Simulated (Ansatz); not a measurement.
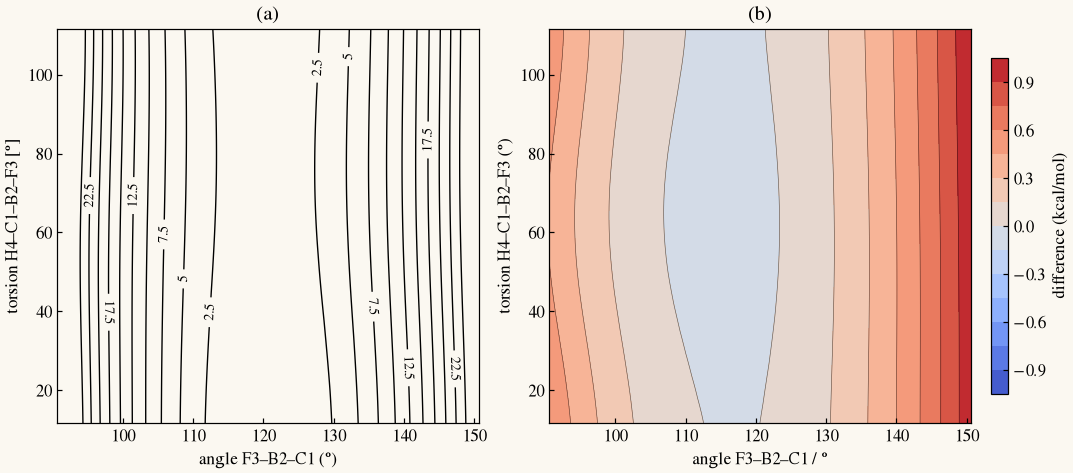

CH4BF, SMILES CBF. Two internal coordinates are moved rigidly from the geometry relaxed at PBE0-D4/def2-TZVP, all others fixed. Coordinates scanned: (1) angle F3–B2–C1; (2) torsion H4–C1–B2–F3. The scan uses a 7 × 6 grid. Energies: kcal/mol, counted from each map's own lowest point. Computed with Ansatz, RKS PBE-D4/def2-TZVPP.

Panel (a): Ansatz 0.2.0, RKS PBE-D4/def2-TZVPP. Panel (b): the map at Ansatz 0.2.0, RKS PBE0-D4/def2-TZVPP less the map of (a), each from its own lowest point.

How does the change of method alter the landscape?

Answer. The difference runs from −0.035 kcal/mol at angle F3–B2–C1 = 110.6°, torsion H4–C1–B2–F3 = 71.6° to 1.0 kcal/mol at angle F3–B2–C1 = 150.6°, torsion H4–C1–B2–F3 = 111.6°.
